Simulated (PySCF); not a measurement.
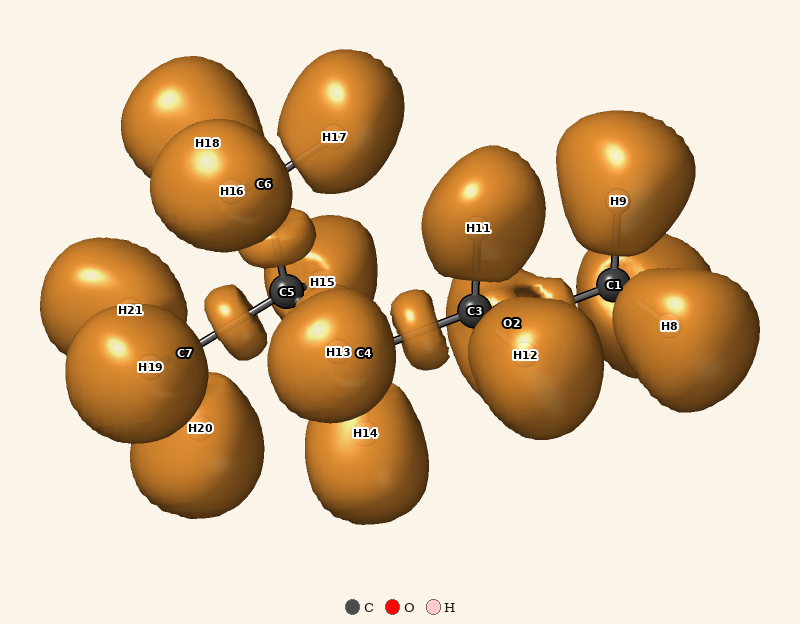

The picture shows: C6H14O (SMILES COCCC(C)C). Isosurface of the electron localisation function at 0.75 (orange), seen across its widest extent. Core shells and regions of very low density are left out.

Geometry: GFN2-xTB.

Theory: PBE0/def2-SVPD, SCF density, gas phase in PySCF 2.14.0.

```yaml
atoms:
  - { symbol: C, position_ang: [3.1193, 0.5821, -0.0599] }
  - { symbol: O, position_ang: [1.7713, 0.5441, -0.4373] }
  - { symbol: C, position_ang: [1.1732, -0.7163, -0.2276] }
  - { symbol: C, position_ang: [-0.2929, -0.6455, -0.6405] }
  - { symbol: C, position_ang: [-1.1188, 0.3229, 0.2141] }
  - { symbol: C, position_ang: [-1.3540, -0.2239, 1.6202] }
  - { symbol: C, position_ang: [-2.4587, 0.5997, -0.4651] }
  - { symbol: H, position_ang: [3.7158, -0.1402, -0.6329] }
  - { symbol: H, position_ang: [3.2419, 0.3632, 1.0095] }
  - { symbol: H, position_ang: [3.4749, 1.5898, -0.2664] }
  - { symbol: H, position_ang: [1.2717, -1.0059, 0.8300] }
  - { symbol: H, position_ang: [1.6927, -1.4796, -0.8307] }
  - { symbol: H, position_ang: [-0.7225, -1.6480, -0.5858] }
  - { symbol: H, position_ang: [-0.3256, -0.3133, -1.6796] }
  - { symbol: H, position_ang: [-0.5597, 1.2606, 0.2860] }
  - { symbol: H, position_ang: [-1.8711, -1.1810, 1.5740] }
  - { symbol: H, position_ang: [-0.4165, -0.3646, 2.1518] }
  - { symbol: H, position_ang: [-1.9652, 0.4682, 2.1954] }
  - { symbol: H, position_ang: [-3.0183, -0.3254, -0.5920] }
  - { symbol: H, position_ang: [-2.3093, 1.0486, -1.4443] }
  - { symbol: H, position_ang: [-3.0570, 1.2813, 0.1353] }
```

**What do the ELF domains correspond to?**

The surface consists of four regions between bonded C–C atoms (shared pairs), 14 regions around hydrogen nuclei and one region on O in which the atom's valence shell and bonds are merged. Profiles from the grid: C–O (1.40 Å): the ELF peaks at about 0.90 between the atoms, as expected for a polar covalent bond. C–C (1.52 Å): the ELF peaks at about 0.95 between the atoms: localised, covalent bonding.
